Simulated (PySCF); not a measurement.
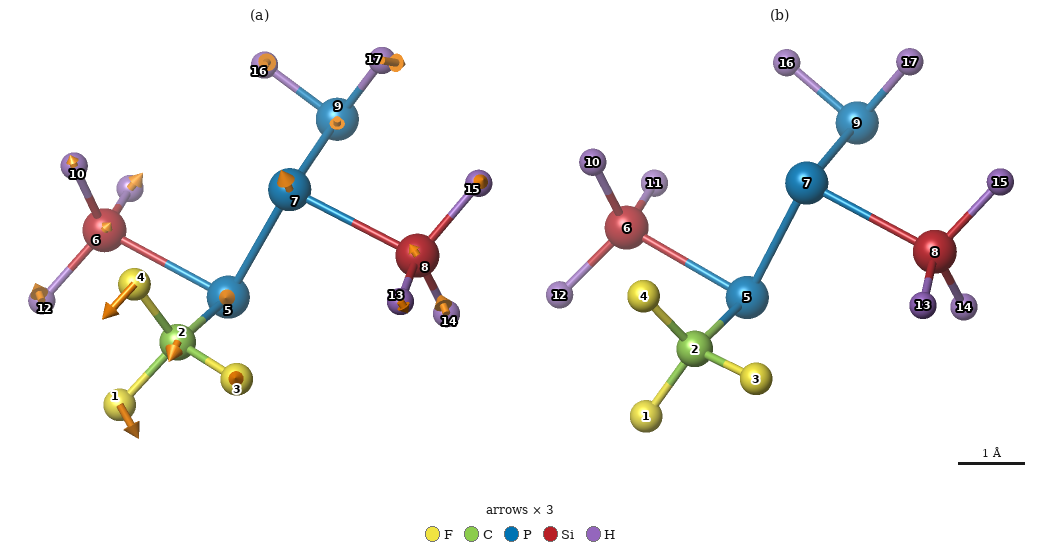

The structure of CH8F3P3Si2 before (left) and after (right) a relaxation, at one scale. The orange arrows give the displacements, magnified 3 times.

A ball-and-stick model, seen from a free direction.

The start comes from GFN2-xTB.

Method: PBE0-D3(BJ)/def2-SVP geometry optimisation, gas phase in PySCF. 

### What changed between the two?

Over 8 geometry steps the energy falls by 22.2 kJ/mol. Largest force component: 1.3 eV/Å at the start, 0.013 eV/Å at the end. F4 moves most after the best rigid fit: 0.25 Å. By element the largest moves are F 0.25 Å, H 0.21 Å, P 0.14 Å, C 0.13 Å, Si 0.07 Å. Some distances before and after: P7–P9 2.171 → 2.249 Å, P5–P7 2.183 → 2.248 Å, P9–H17 1.392 → 1.430 Å, P9–H16 1.396 → 1.430 Å. Bond angles that change, for instance: P5–P7–Si8 99.0° → 94.9°, P5–P7–P9 97.6° → 93.6°, C2–P5–P7 93.1° → 96.9°. The run took roughly 5 core-minutes on a shared host.
